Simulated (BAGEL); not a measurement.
**One shape, several levels: triplet B2H6O2**

Aim: a comparison of 6 runs (UHF/STO-3G, UHF/3-21G, ROHF/6-31G*, UHF/6-31G*, ROHF/def2-SVP, UHF/def2-SVP) of triplet B2H6O2. 

The calculation is run with BAGEL 1.2.2.

### Step 1. Starting point

B2H6O2: 10 atoms, total charge 0, spin state triplet. SMILES of the parent species: `[BH2-]1[OH+][BH2-][OH+]1`. Geometry: relaxed at PBE0-D4/def2-TZVP. That shape belongs to the parent species and isn't relaxed for this state.

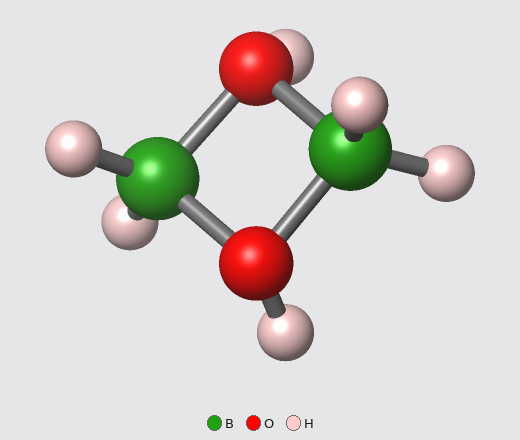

The structure, seen from a chosen angle (boron green, oxygen red, hydrogen pink).

### Step 2. A single-point energy at UHF/STO-3G (density fitting with qzvpp-jkfit) (run 1)

Input file input.json:

```json
{ "bagel": [

{
  "title": "molecule",
  "basis": "sto-3g",
  "df_basis": "qzvpp-jkfit",
  "angstrom": true,
  "geometry": [
    { "atom": "B", "xyz": [   -0.454300,    0.871100,   -0.485000 ] },
    { "atom": "O", "xyz": [   -1.010100,   -0.446200,    0.134100 ] },
    { "atom": "B", "xyz": [    0.389600,   -0.696200,    0.771200 ] },
    { "atom": "O", "xyz": [    0.974600,    0.554700,    0.049600 ] },
    { "atom": "H", "xyz": [   -0.497800,    0.855800,   -1.688200 ] },
    { "atom": "H", "xyz": [   -0.907900,    1.818900,    0.085900 ] },
    { "atom": "H", "xyz": [   -1.225800,   -1.099300,   -0.535700 ] },
    { "atom": "H", "xyz": [    0.888100,   -1.718000,    0.374900 ] },
    { "atom": "H", "xyz": [    0.345300,   -0.508400,    1.951400 ] },
    { "atom": "H", "xyz": [    1.581300,    0.316300,   -0.655300 ] }
  ]
},
{
  "title": "uhf",
  "nopen": 2
},
{
  "title": "print",
  "file": "orbitals.molden",
  "orbitals": true
}

]}
```

Launch:

```
$ BAGEL_NUM_THREADS=1 BAGEL input.json > input.out
```

The program printed:

```text
* using 1 threads per process

  ===============================================================
  ===============================================================

  *** Geometry ***

  { "atom" : "B", "xyz" : [     -0.858503,      1.646140,     -0.916517 ] },
  { "atom" : "O", "xyz" : [     -1.908812,     -0.843196,      0.253412 ] },
  { "atom" : "B", "xyz" : [      0.736237,     -1.315627,      1.457357 ] },
[... 6 lines of this table left out ...]
  { "atom" : "H", "xyz" : [      2.988224,      0.597720,     -1.238338 ] },

  Number of auxiliary basis functions:      412

  Since a DF basis is specified, we compute 2- and 3-index integrals:
    o Being stored without compression. Storage requirement is 0.002 GB

  Number of basis functions:       26
  Number of electrons      :       32

    * METHOD: MOLECULE                             0.10

  *** Open-shell HF ***

  === Nuclear Repulsion ===
   122.5349905246

      * DIIS with orbital gradients will be used.

  === UHF iteration (sto-3g) ===
      0       -199.49553503          0.02904429           0.01
      1       -199.54914165          0.00911336           0.01
      2       -199.55449103          0.00281356           0.01
[... 30 lines of this table left out ...]
     33       -199.55589989          0.00000001           0.01
    * SCF iteration converged.

    * S^2 (UHF) is 2.0183

    * Permanent dipole moment:
           (   -0.210923,     0.481559,     0.743143) a.u.

    * METHOD: UHF                                  0.51

    * METHOD: PRINT                                0.00

  ===============================================================
```

Wall time 0.74 s (1 thread of Arm Neoverse V2, shared host).

### Step 3. The energy at UHF/3-21G (density fitting with qzvpp-jkfit) (run 2)

Input file hf.json:

```json
{ "bagel": [

{
  "title": "molecule",
  "basis": "3-21g",
  "df_basis": "qzvpp-jkfit",
  "angstrom": true,
  "geometry": [
    { "atom": "B", "xyz": [   -0.454300,    0.871100,   -0.485000 ] },
    { "atom": "O", "xyz": [   -1.010100,   -0.446200,    0.134100 ] },
    { "atom": "B", "xyz": [    0.389600,   -0.696200,    0.771200 ] },
    { "atom": "O", "xyz": [    0.974600,    0.554700,    0.049600 ] },
    { "atom": "H", "xyz": [   -0.497800,    0.855800,   -1.688200 ] },
    { "atom": "H", "xyz": [   -0.907900,    1.818900,    0.085900 ] },
    { "atom": "H", "xyz": [   -1.225800,   -1.099300,   -0.535700 ] },
    { "atom": "H", "xyz": [    0.888100,   -1.718000,    0.374900 ] },
    { "atom": "H", "xyz": [    0.345300,   -0.508400,    1.951400 ] },
    { "atom": "H", "xyz": [    1.581300,    0.316300,   -0.655300 ] }
  ]
},
{
  "title": "uhf",
  "charge": 0,
  "nopen": 2
},
{
  "title": "print",
  "file": "orbitals.molden",
  "orbitals": true
}

]}
```

Launch:

```
$ BAGEL_NUM_THREADS=1 BAGEL hf.json > hf.out
```

The program printed:

```text
* using 1 threads per process

  ===============================================================
  ===============================================================

  *** Geometry ***

  { "atom" : "B", "xyz" : [     -0.858503,      1.646140,     -0.916517 ] },
  { "atom" : "O", "xyz" : [     -1.908812,     -0.843196,      0.253412 ] },
  { "atom" : "B", "xyz" : [      0.736237,     -1.315627,      1.457357 ] },
[... 6 lines of this table left out ...]
  { "atom" : "H", "xyz" : [      2.988224,      0.597720,     -1.238338 ] },

  Number of auxiliary basis functions:      412

  Since a DF basis is specified, we compute 2- and 3-index integrals:
    o Being stored without compression. Storage requirement is 0.008 GB

  Number of basis functions:       48
  Number of electrons      :       32

    * METHOD: MOLECULE                             0.10

  *** Open-shell HF ***

  === Nuclear Repulsion ===
   122.5349905246

      * DIIS with orbital gradients will be used.

  === UHF iteration (3-21g) ===
      0       -201.04770481          0.05158584           0.03
      1       -201.13899018          0.03149376           0.03
      2       -201.16040772          0.01969565           0.03
[... 69 lines of this table left out ...]
     72       -201.17417027          0.00000001           0.03
    * SCF iteration converged.

    * S^2 (UHF) is 2.0143

    * Permanent dipole moment:
           (   -0.237138,     0.539836,     0.833273) a.u.

    * METHOD: UHF                                  2.38

    * METHOD: PRINT                                0.00

  ===============================================================
```

Run time: 2.6 s. Hardware: 1 thread of Arm Neoverse V2, shared host.

Runs 3 to 4 aren't shown in full; the table further down has their settings and results.

### Step 4. The energy at ROHF/def2-SVP (density fitting with qzvpp-jkfit) (run 5)

Input file hf.json:

```json
{ "bagel": [

{
  "title": "molecule",
  "basis": "svp",
  "df_basis": "qzvpp-jkfit",
  "angstrom": true,
  "geometry": [
    { "atom": "B", "xyz": [      -0.454300,       0.871100,      -0.485000 ] },
    { "atom": "O", "xyz": [      -1.010100,      -0.446200,       0.134100 ] },
    { "atom": "B", "xyz": [       0.389600,      -0.696200,       0.771200 ] },
    { "atom": "O", "xyz": [       0.974600,       0.554700,       0.049600 ] },
    { "atom": "H", "xyz": [      -0.497800,       0.855800,      -1.688200 ] },
    { "atom": "H", "xyz": [      -0.907900,       1.818900,       0.085900 ] },
    { "atom": "H", "xyz": [      -1.225800,      -1.099300,      -0.535700 ] },
    { "atom": "H", "xyz": [       0.888100,      -1.718000,       0.374900 ] },
    { "atom": "H", "xyz": [       0.345300,      -0.508400,       1.951400 ] },
    { "atom": "H", "xyz": [       1.581300,       0.316300,      -0.655300 ] }
  ]
},

{ "title": "rohf", "nopen": 2 },

{ "title": "print", "file": "orbitals.molden", "orbitals": true }

]}
```

Launch:

```
$ BAGEL_NUM_THREADS=1 BAGEL hf.json > hf.out
```

The program printed:

```text
* using 1 threads per process

  ===============================================================
  ===============================================================

  *** Geometry ***

  { "atom" : "B", "xyz" : [     -0.858503,      1.646140,     -0.916517 ] },
  { "atom" : "O", "xyz" : [     -1.908812,     -0.843196,      0.253412 ] },
  { "atom" : "B", "xyz" : [      0.736237,     -1.315627,      1.457357 ] },
[... 6 lines of this table left out ...]
  { "atom" : "H", "xyz" : [      2.988224,      0.597720,     -1.238338 ] },

  Number of auxiliary basis functions:      412

  Since a DF basis is specified, we compute 2- and 3-index integrals:
    o Being stored without compression. Storage requirement is 0.024 GB

  Number of basis functions:       86
  Number of electrons      :       32

    * METHOD: MOLECULE                             0.14

  *** Open-shell HF ***

  === Nuclear Repulsion ===
   122.5349905246

      * DIIS with orbital gradients will be used.

  === ROHF iteration (svp) ===
      0       -201.92617482          0.03814977           0.07
      1       -202.05965108          0.02659927           0.07
      2       -202.10017310          0.01690532           0.07
[... 81 lines of this table left out ...]
     84       -202.13283792          0.00000001           0.07
    * SCF iteration converged.

    * S^2 (ROHF) is 2.0000

    * Permanent dipole moment:
           (   -0.138510,     0.315252,     0.486706) a.u.

    * METHOD: ROHF                                 5.93

    * METHOD: PRINT                                0.01

  ===============================================================
```

Run time: 6.3 s. Hardware: 1 thread of Arm Neoverse V2, shared host; peak memory 0.1 GiB.

### Step 5. A single-point energy at UHF/def2-SVP (density fitting with qzvpp-jkfit) (run 6)

input.json: that of step 2 with these lines changed.

```diff
@@ -4,3 +4,3 @@
   "title": "molecule",
-  "basis": "sto-3g",
+  "basis": "svp",
   "df_basis": "qzvpp-jkfit",
```

Launch:

```
$ BAGEL_NUM_THREADS=1 BAGEL input.json > input.out
```

The program printed:

```text
* using 1 threads per process

  ===============================================================
  ===============================================================

  *** Geometry ***

  { "atom" : "B", "xyz" : [     -0.858503,      1.646140,     -0.916517 ] },
  { "atom" : "O", "xyz" : [     -1.908812,     -0.843196,      0.253412 ] },
  { "atom" : "B", "xyz" : [      0.736237,     -1.315627,      1.457357 ] },
[... 6 lines of this table left out ...]
  { "atom" : "H", "xyz" : [      2.988224,      0.597720,     -1.238338 ] },

  Number of auxiliary basis functions:      412

  Since a DF basis is specified, we compute 2- and 3-index integrals:
    o Being stored without compression. Storage requirement is 0.024 GB

  Number of basis functions:       86
  Number of electrons      :       32

    * METHOD: MOLECULE                             0.14

  *** Open-shell HF ***

  === Nuclear Repulsion ===
   122.5349905246

      * DIIS with orbital gradients will be used.

  === UHF iteration (svp) ===
      0       -201.92617482          0.03814977           0.06
      1       -202.06441297          0.02649095           0.07
      2       -202.10634545          0.01673161           0.07
[... 93 lines of this table left out ...]
     96       -202.13836513          0.00000001           0.07
    * SCF iteration converged.

    * S^2 (UHF) is 2.0164

    * Permanent dipole moment:
           (   -0.137349,     0.312692,     0.482792) a.u.

    * METHOD: UHF                                  6.63

    * METHOD: PRINT                                0.01

  ===============================================================
```

It took 7.2 s on 1 thread of Arm Neoverse V2, shared host; peak memory 0.1 GiB.

### Step 6. All runs side by side

```tsv
run	level	energy (Eh)	dipole moment (D)	⟨S²⟩	wall time
1	UHF/STO-3G (density fitting with qzvpp-jkfit)	-199.555900	2.31	2.018	0.74 s
2	UHF/3-21G (density fitting with qzvpp-jkfit)	-201.174170	2.59	2.014	2.6 s
3	ROHF/6-31G* (density fitting with qzvpp-jkfit, spherical functions)	-202.257696	1.80	2.000	3.9 s
4	UHF/6-31G* (density fitting with qzvpp-jkfit, spherical functions)	-202.263095	1.81	2.015	4.8 s
5	ROHF/def2-SVP (density fitting with qzvpp-jkfit)	-202.132838	1.52	2.000	6.3 s
6	UHF/def2-SVP (density fitting with qzvpp-jkfit)	-202.138365	1.50	2.016	7.2 s
```

### Step 7. What came out

```
            quantity          value
 run 6: total energy  -202.13837 Eh
run 6: dipole moment         1.50 D
         run 6: ⟨S²⟩          2.016
```

In words: The dipole moment (its size) runs from 1.50 D (UHF/def2-SVP) to 2.59 D (UHF/3-21G). In run 1 the basis is minimal, so the values are rough. All runs together took 26 s, the longest 7.2 s.
